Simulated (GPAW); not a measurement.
# Surface energy and work function of Mg(0001) from slabs of 3 to 12 layers (RPBE)

How do energy and work function of Mg(0001) films settle with thickness, and what surface energy follows?

How it was computed: GPAW 26.7.0, plane waves at 450 eV with PAW setups; symmetric 1×1 slabs cut at the tabulated lattice constant (two decimals; low-temperature values for the alkali metals), atoms at bulk places, 7.5 Å of vacuum on each side, one in-plane mesh for all thicknesses, Fermi-Dirac smearing of 0.1 eV. Energies are extrapolated to zero smearing and count from the program's reference atoms. Functional RPBE. The cell's area is 8.924 Å².

What came out, but for one run:

```
layers  energy (eV)  work function (eV)
     3      −3.6797                3.73
     4      −5.1149                3.71
     5      −6.5388                3.68
     6      −7.9677                3.66
     7      −9.3790                3.63
     8     −10.7957                3.62
     9     −12.2145                3.63
    10     −13.6317                3.64
    11     −15.0470                3.64
    12            ?                   ?
```

To predict: What surface energy do these runs give, and what energy and work function should the 12-layer slab have?

A: A slab of n layers has E(n) = nε + 2Aγ once its middle is bulk-like. A line through n = 6 to 11 has the slope ε = −1.4164 eV a layer and the intercept 2Aγ = 0.5333 eV (r.m.s. residual 1.8 meV). So γ = 0.5333 / (2 × 8.924 Å²) = 0.0299 eV/Å² = 0.48 J/m², with a standard error of under 0.01 J/m² from the scatter about the line. For 12 layers: 0.5333 + 12 × (−1.4164) = −16.463 eV; the run gives −16.468 eV, 5.0 meV under the line. The work function has no such law: from 6 to 11 layers it moves between 3.62 and 3.66 eV (mean 3.64), and the 12-layer slab gives 3.64 eV. The thinnest slab, 3 layers, lies +0.09 eV from that mean.

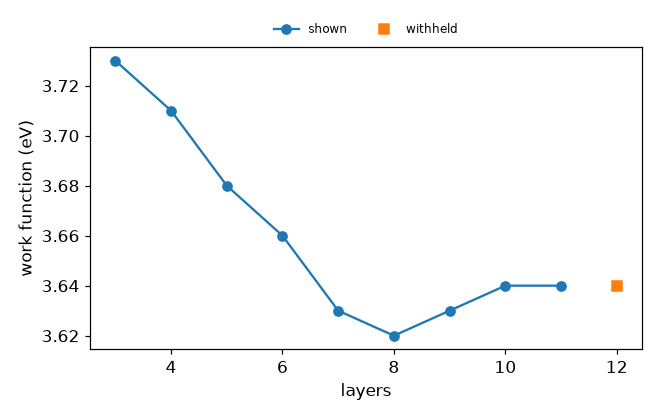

Work function against thickness.

Caveats: The surfaces are unrelaxed, so γ is an upper bound for this functional and lattice constant. The tabulated lattice constant isn't the functional's own, which strains the slab a little.

[Logs are printed without paths, hosts, clocks, repeated set-up lines and the standing remarks that a program may print on its own settings, such as how far it seeks lower states.]
